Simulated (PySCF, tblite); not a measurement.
# C₄H₂F₃ radical: geometry, infrared bands and EPR parameters

Aim: predict the infrared bands and EPR parameters of C₄H₂F₃ radical (`C=[C]C(F)=C(F)F`).

The runs use tblite 0.8.0 and PySCF 2.14.0, with density-fitted response routines of our own; the level of theory stands in each step. All values are computed, except where a source is named. Atoms count from 0, in the outputs and in this text.

### 1 Starting geometry

9 atoms, charge 0, multiplicity 2; geometry from: force field or distance geometry start.

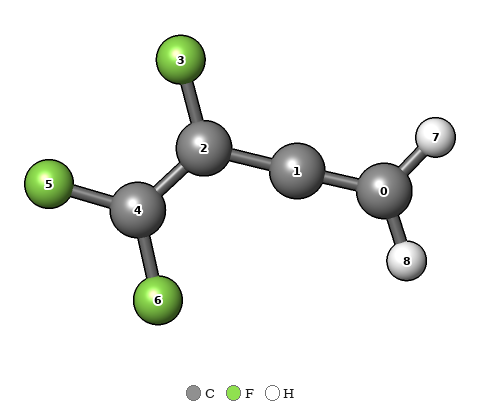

The starting geometry (carbon grey, fluorine green, hydrogen white), atoms numbered.

### 2 Optimising the geometry with GFN2-xTB

Job settings and geometry (Å):

```
{"job": {"kind": "relax", "xc": "GFN2-xTB", "basis": "xTB"}, "charge": 0, "multiplicity": 2}
C      1.533700     0.833900     0.954700
C      0.419800     0.267000     0.562600
C     -0.772000    -0.369300     0.166500
F     -1.674700    -0.687300     1.114200
C     -1.063500    -0.641100    -1.106000
F     -2.235800    -1.239900    -1.431000
F     -0.191800    -0.321000    -2.102300
H      1.712800     1.042400     2.009700
H      2.285100     1.121300     0.233800
```

The run is started by

```
OMP_NUM_THREADS=1 python probes_run.py task.json out
```

This one command runs all jobs of the session in turn.

Log:

```text
step      E/eV     max force
  0    -642.49321    1.641
  1    -642.57069    1.110
  2    -642.61569    0.722
  3    -642.63624    0.868
  4    -642.65019    0.314
  5    -642.65524    0.232
  6    -642.65834    0.179
  7    -642.65977    0.127
  8    -642.66042    0.099
  9    -642.66103    0.107
 10    -642.66156    0.071
 11    -642.66188    0.062
 12    -642.66210    0.061
 13    -642.66244    0.071
 14    -642.66342    0.145
 15    -642.66732    0.396
 16    -642.65144    1.509
 17    -642.67269    0.496
 18    -642.67805    0.550
 19    -642.64958    0.789
 20    -642.67916    0.547
 21    -642.66948    1.653
 22    -642.69763    0.462
 23    -642.71006    0.369
 24    -642.70313    1.584
 25    -642.73584    0.247
 26    -642.74360    0.263
 27    -642.75241    0.518
 28    -642.75834    0.332
 29    -642.76475    0.252
 30    -642.76764    0.231
 31    -642.76866    0.318
 32    -642.76969    0.377
 33    -642.77150    0.401
 34    -642.77370    0.334
 35    -642.77567    0.182
 36    -642.77681    0.104
 37    -642.77749    0.097
 38    -642.77816    0.114
 39    -642.77892    0.108
 40    -642.77963    0.070
 41    -642.78011    0.053
 42    -642.78038    0.060
 43    -642.78067    0.073
 44    -642.78133    0.097
 45    -642.78283    0.164
 46    -642.78652    0.359
 47    -642.78970    0.832
 48    -642.80150    0.716
 49    -642.85603    0.939
 50    -642.78538    1.448
 51    -642.82188    0.795
 52    -642.77944    0.944
 53    -642.93145    0.678
 54    -643.03182    1.307
 55    -643.09607    1.890
 56    -643.16735    0.531
 57    -643.18909    0.887
 58    -643.19935    0.604
 59    -643.20822    0.389
 60    -643.22370    0.465
 61    -643.23755    0.475
 62    -643.24647    0.496
 63    -643.25479    0.489
 64    -643.26600    0.381
 65    -643.27837    0.503
 66    -643.29381    0.546
 67    -643.30308    0.361
 68    -643.30960    0.243
 69    -643.31310    0.143
 70    -643.31461    0.110
 71    -643.31517    0.066
 72    -643.31554    0.050
 73    -643.31581    0.043
 74    -643.31596    0.045
 75    -643.31616    0.048
 76    -643.31635    0.051
 77    -643.31654    0.045
 78    -643.31670    0.064
 79    -643.31690    0.066
 80    -643.31723    0.068
 81    -643.31762    0.056
 82    -643.31788    0.041
 83    -643.31801    0.038
 84    -643.31810    0.034
 85    -643.31820    0.035
 86    -643.31834    0.034
 87    -643.31845    0.023
 88    -643.31850    0.026
 89    -643.31853    0.025
 90    -643.31857    0.020
 91    -643.31862    0.019
 92    -643.31866    0.014
 93    -643.31867    0.006
```

Run time: 0.5 s. Hardware: 1 thread of Intel Xeon Platinum 8259CL at 2.50GHz, shared host.

Step by step: (not every step is listed) (the energy doesn't fall at every step)

| step | energy from step 0 (eV) | largest force (eV/Å) |
| --- | --- | --- |
| 0 | 0.0000 | 1.6408 |
| 1 | -0.0775 | 1.1105 |
| 2 | -0.1225 | 0.7222 |
| 3 | -0.1430 | 0.8676 |
| 4 | -0.1570 | 0.3139 |
| 5 | -0.1620 | 0.2324 |
| 6 | -0.1651 | 0.1791 |
| 7 | -0.1666 | 0.1266 |
| 8 | -0.1672 | 0.0989 |
| 16 | -0.1582 | 1.5090 |
| 24 | -0.2099 | 1.5842 |
| 32 | -0.2765 | 0.3771 |
| 40 | -0.2864 | 0.0696 |
| 48 | -0.3083 | 0.7165 |
| 56 | -0.6741 | 0.5308 |
| 64 | -0.7728 | 0.3811 |
| 72 | -0.8223 | 0.0503 |
| 80 | -0.8240 | 0.0680 |
| 88 | -0.8253 | 0.0258 |
| 89 | -0.8253 | 0.0245 |
| 90 | -0.8254 | 0.0203 |
| 91 | -0.8254 | 0.0191 |
| 92 | -0.8255 | 0.0136 |
| 93 | -0.8255 | 0.0064 |

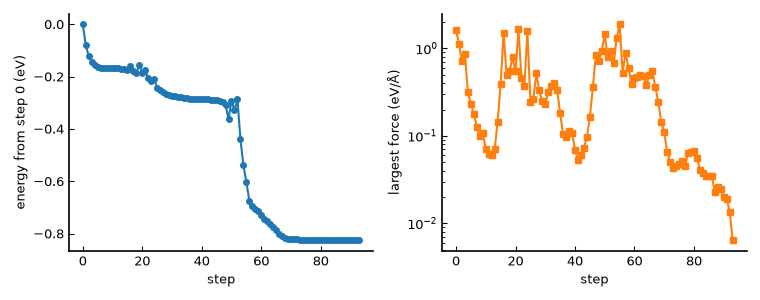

Energy and largest force along the relaxation.

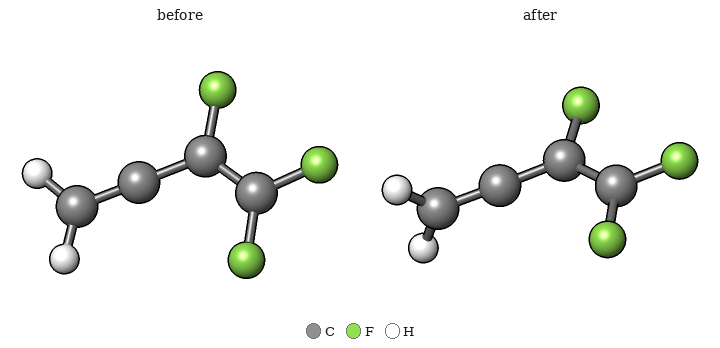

The geometry before (left) and after (right).

Distances of close pairs at the start and the end, largest changes first:

| bond | before (Å) | after (Å) | change (Å) |
| --- | --- | --- | --- |
| C1–C2 | 1.408 | 1.345 | -0.063 |
| C2–C4 | 1.333 | 1.382 | +0.049 |
| C4–F5 | 1.356 | 1.325 | -0.031 |
| C4–F6 | 1.362 | 1.331 | -0.031 |
| C0–C1 | 1.310 | 1.286 | -0.024 |
| C2–F3 | 1.347 | 1.356 | +0.009 |
| C0–H7 | 1.090 | 1.083 | -0.007 |
| C0–H8 | 1.080 | 1.083 | +0.003 |

The next job starts from the end point, and lists it.

### 3 Harmonic vibrations with GFN2-xTB

Job settings and geometry (Å):

```
{"job": {"kind": "ir", "xc": "GFN2-xTB", "basis": "xTB"}, "charge": 0, "multiplicity": 2}
C      1.523876     0.886014     0.879830
C      0.484694     0.208114     0.541157
C     -0.608593    -0.505453     0.216359
F     -1.215692    -1.241551     1.179220
C     -1.186326    -0.564213    -1.038010
F     -2.261348    -1.271948    -1.350733
F     -0.707625     0.108599    -2.081657
H      1.458461     1.905337     1.240124
H      2.526115     0.481094     0.815770
```

Log:

```text
mode    cm-1     km/mol
  1      96.3      0.93
  2     107.5      0.90
  3     162.2      0.01
  4     213.6      3.64
  5     233.8     13.76
  6     385.4      5.27
  7     406.4      3.76
  8     462.5      5.13
  9     464.9      4.04
 10     545.5      0.98
 11     711.7     26.17
 12     883.1     20.58
 13     931.0      5.23
 14    1041.1    224.25
 15    1211.5    110.07
 16    1231.6    184.24
 17    1376.5     60.65
 18    1514.7    174.60
 19    1967.5     30.88
 20    3000.7      1.26
 21    3013.6      3.58
```

Run time: 0.23 s. Hardware: 1 thread of Intel Xeon Platinum 8259CL at 2.50GHz, shared host.

Which atoms move in the most intense modes:

| cm⁻¹ | km/mol | atoms |
| --- | --- | --- |
| 712 | 26.2 | F3 30 %, F6 23 %, F5 18 %, C0 13 % |
| 883 | 20.6 | H8 38 %, H7 38 %, C0 21 % |
| 1041 | 224.2 | C2 44 %, C4 14 %, F3 13 %, F5 11 % |
| 1212 | 110.1 | C2 60 %, H7 10 %, H8 10 % |
| 1232 | 184.2 | C4 72 %, F6 14 %, F5 12 % |
| 1376 | 60.6 | H7 36 %, H8 36 %, C0 15 % |
| 1515 | 174.6 | C4 58 %, C2 33 % |
| 1968 | 30.9 | C1 67 %, C0 25 % |

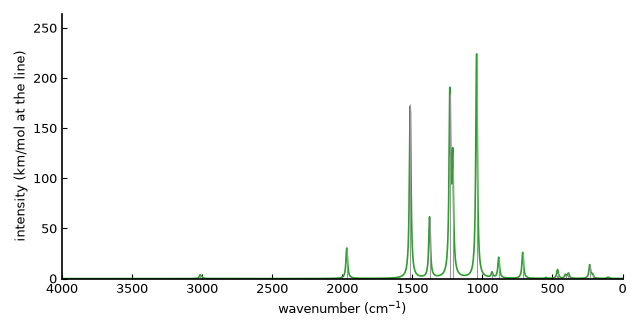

The infrared spectrum from these modes, unscaled. Lines are broadened to a width of 14 cm⁻¹ (Lorentzian).

### 4 EPR parameters: B3LYP/pcH-1

The job, as its differences from that of step 3:

```diff
@@ -1,2 +1,2 @@
-{"job": {"kind": "ir", "xc": "GFN2-xTB", "basis": "xTB"}, "charge": 0, "multiplicity": 2}
+{"job": {"kind": "epr", "basis": "pcH-1"}, "charge": 0, "multiplicity": 2}
 C      1.523876     0.886014     0.879830
```

With the program's defaults for keys left out, this is: UKS B3LYP, pcH-1 on C F H, non-relativistic, mean-field spin-orbit, GIAO.

Log:

```text
UKS, coarse grid
  cycle   1  E = -452.91081142  |g| = 6.01e-01
  cycle   2  E = -452.63403079  |g| = 1.07e+00
  cycle   3  E = -453.04049343  |g| = 4.82e-02
  cycle   4  E = -453.04154529  |g| = 3.61e-02
  cycle   5  E = -453.04223546  |g| = 1.32e-02
  cycle   6  E = -453.04235808  |g| = 6.42e-03
  cycle   7  E = -453.04239933  |g| = 3.70e-03
  cycle   8  E = -453.04240878  |g| = 1.71e-03
  cycle   9  E = -453.04241060  |g| = 5.62e-04
UKS, final grid
  cycle   1  E = -453.04244397  |g| = 7.72e-04
  cycle   2  E = -453.04244352  |g| = 1.40e-03
  cycle   3  E = -453.04244446  |g| = 1.57e-04
  cycle   4  E = -453.04244453  |g| = 1.67e-04
  cycle   5  E = -453.04244457  |g| = 2.63e-05
  cycle   6  E = -453.04244457  |g| = 9.12e-06
E = -453.04244457 Eh   <S^2> = 0.7766 (exact 0.7500)
g shifts (ppm)      1          2          3
  rmc          -203       -203       -203
  gc             -4         47         38
  oz_so        -186       1089       2039
  total        -393        933       1874
hyperfine (MHz)  atom isotope    a_iso     a_fc   dipolar eigenvalues
    0   13C     -42.13     -42.13    -10.12      2.53      7.59
    1   13C      52.48      52.48    -54.34    -40.27     94.62
    2   13C     -65.65     -65.65    -30.53     13.24     17.28
    3   19F     -23.21     -23.21    -76.01     21.39     54.62
    4   13C      75.72      75.72    -62.91    -61.50    124.42
    5   19F     105.19     105.19   -180.96   -147.49    328.45
    6   19F      93.54      93.54   -161.19   -123.80    284.99
    7    1H     114.73     114.73     -3.03     -2.33      5.37
    8    1H     114.21     114.21     -3.05     -2.35      5.40
```

Run time: 38 s. Hardware: 1 thread of Intel Xeon Platinum 8259CL at 2.50GHz, shared host; peak memory 0.59 GiB.

Principal g values 2.00193, 2.00325, 2.00419; g(iso) = 2.00312, against 2.00232 for a free electron.

Hyperfine couplings; where a row names several nuclei, a(iso) is their mean (it holds for fast rotation or exchange) and the dipolar term the largest among them:

| nuclei | isotope | a(iso) (MHz) | a(iso) (G, at g = 2.0023) | largest dipolar term (MHz) |
| --- | --- | --- | --- | --- |
| H7, H8 | 1H | 114.5 | 40.8 | 5.4 |
| F5 | 19F | 105.2 | 37.5 | 328.5 |
| F6 | 19F | 93.5 | 33.4 | 285.0 |
| C4 | 13C | 75.7 | 27.0 | 124.4 |
| C2 | 13C | -65.7 | -23.4 | -30.5 |
| C1 | 13C | 52.5 | 18.7 | 94.6 |
| C0 | 13C | -42.1 | -15.0 | -10.1 |
| F3 | 19F | -23.2 | -8.3 | -76.0 |

Mulliken spin populations:

| atom | value (e) |
| --- | --- |
| C0 | -0.12 |
| C1 | 0.60 |
| C2 | -0.21 |
| F3 | -0.01 |
| C4 | 0.56 |
| F5 | 0.04 |
| F6 | 0.03 |
| H7 | 0.05 |
| H8 | 0.05 |

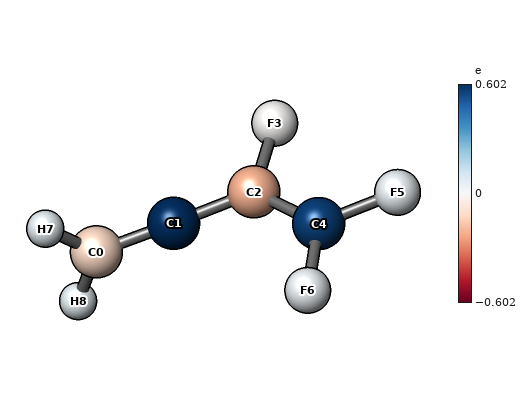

Mulliken spin populations, as colours on the atoms.

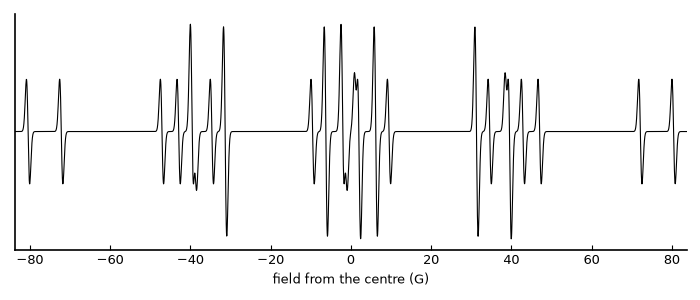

First-order isotropic spectrum (first derivative, main isotopes with spin only, couplings over 0.8 MHz, Gaussian width 0.4 G; couplings of the frozen geometry, rotation of groups not averaged beyond the rows shown).

The fields below are evaluated on a grid from the run's orbitals.

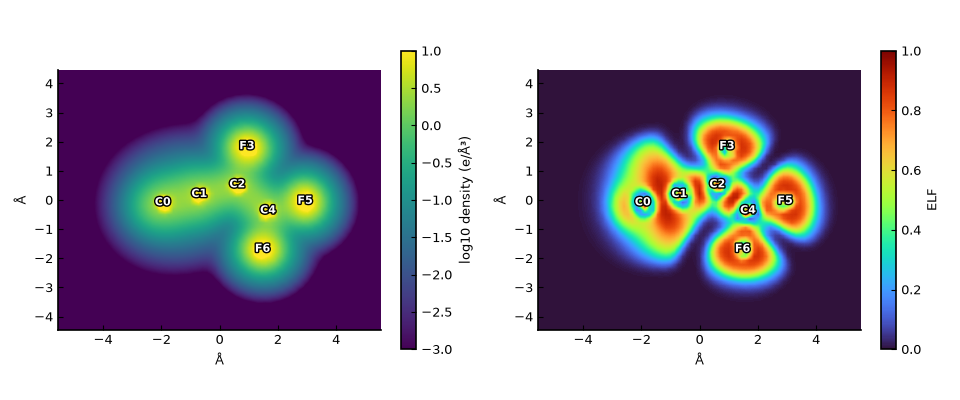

Density (left) and ELF (right) in a plane through or near 7 of the atoms.

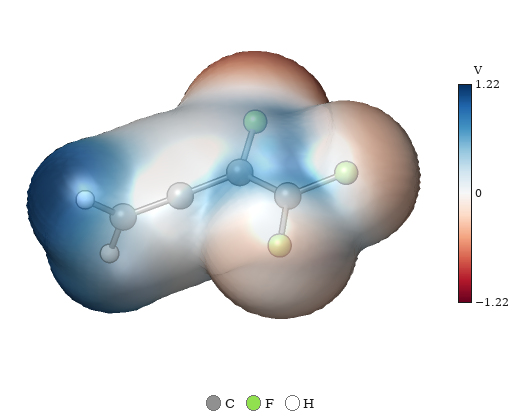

The potential that a unit positive charge feels on the 0.002 e/bohr³ surface, from the 1st to the 99th percentile, from -0.66 V near F3 to 1.22 V near H7.

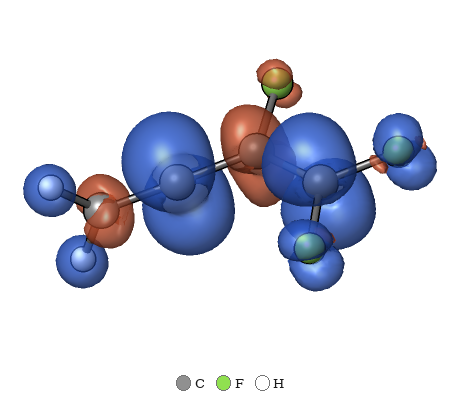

Spin density at ±0.03 e/Å³ (alpha excess blue, beta excess red).

### 5 What came out

| quantity | value |
| --- | --- |
| strongest single infrared mode (GFN2-xTB) | 1041 cm⁻¹, 224 km/mol |
| zero-point energy (GFN2-xTB) | 28.5 kcal/mol |
| g(iso) (B3LYP) | 2.00312 |
| ⟨S²⟩ | 0.777 (exact 0.75) |
| largest a(iso) (averaged by class) | 1H on H7, H8, 114.5 MHz |
| surface potential, 1st and 99th percentile | -0.66 V and 1.22 V |

In words: The optimisation took 93 steps and gained 0.825 eV; among the close pairs (by a distance rule), C1–C2 changed most, from 1.408 to 1.345 Å. All 21 modes are real, so the xTB geometry is a minimum. The strongest single mode, at 1041 cm⁻¹, has its largest shares on C2, C4, F3 and F5 (the list is cut at 4 atoms). GFN2-xTB is a fitted tight-binding method: band positions and strengths are rough. Its intensities can rank the bands wrongly. The largest spin populations lie on C1 (0.60 e), C4 (0.56 e). The isotropic g lies 0.8 ppt above the free-electron value.
